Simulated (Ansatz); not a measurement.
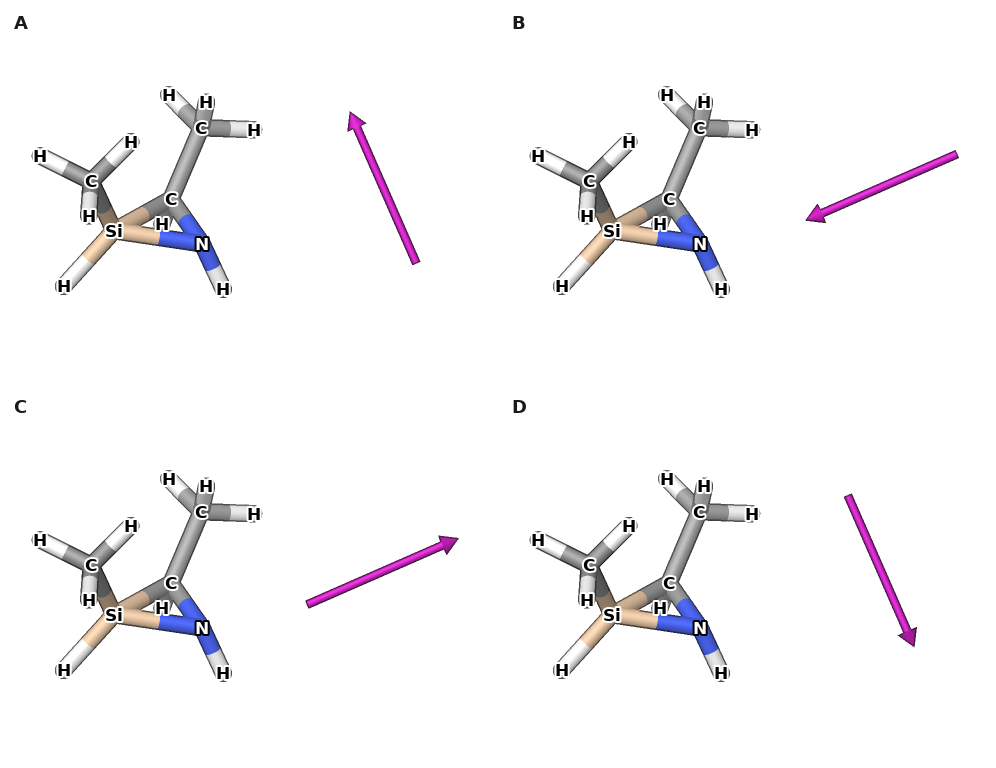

The same molecule four times, each with an arrow. The computed structure is the end point of a PBE-D4/def2-SVP optimisation. No frequency run is at hand to confirm it as a minimum. Method: RKS PBE-D4/def2-SVP (Ansatz 0.2.0).

Which arrow points along the dipole moment, from the negative to the positive end?

B. The dipole moment is 0.83 D.
